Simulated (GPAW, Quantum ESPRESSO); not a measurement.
The F K edge of atom 2 in ScF3 (Pm-3m), with 2 Sc at 2.01 Å (linear, site symmetry 4/mmm), was computed in 2 ways: full core hole (charged cell) and no core hole. Program and functional: GPAW, LDA, Gaussian full width 0.9 eV up to 4 eV, rising linearly to 3.5 eV at 25 eV; cells of 4 and 8 atoms (the run without a hole in the smaller).

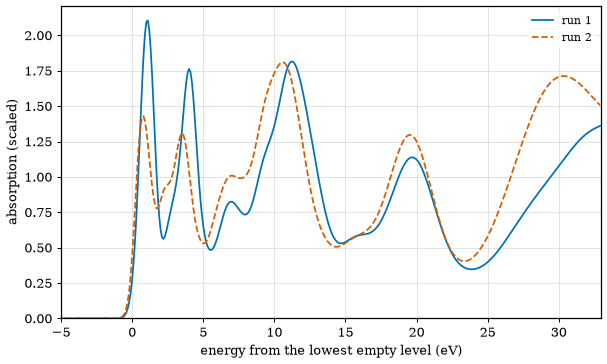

Each run is counted from its own lowest empty level or Fermi level and scaled to a mean of 1 over its first 20 eV.

Q: Which run is which?

Run 1: no core hole (area from −2 to 6 eV 6.5, main maxima 1.1 eV (2.11), 4.0 eV (1.76), 11.2 eV (1.82) and 19.7 eV (1.14)). Run 2: full core hole (charged cell) (area from −2 to 6 eV 5.7, main maxima 0.8 eV (1.43), 3.5 eV (1.31), 10.6 eV (1.81) and 19.5 eV (1.30)). With each curve scaled to its own mean, the area from −2 to 6 eV with the hole is 5.7 against 6.5, and the centre of weight from −1 to 20 eV moves by +0.3 eV (first and strongest maxima below 20 eV: 1.1 eV (2.11), 4.0 eV (1.76) and 11.2 eV (1.82) without the hole, 0.8 eV (1.43), 3.5 eV (1.31) and 10.6 eV (1.81) with it): the weight at the onset falls, probably as the absorber's own filled states drop away from the neighbours' empty ones and mix less with them.

[Hosts, paths, dates, database ids (printed as entryN), source tags and the programs' standing remarks are cut or masked in the printed files.]

[Lists of maxima count a maximum above −3 eV only where it reaches 4 % of the highest in the window and stands out from its surroundings by 2 % of it (1.5 % where it reaches 55 %); shoulders and weaker maxima are passed over, and of the rest the first, up to two pre-edge ones and the few strongest are named.]
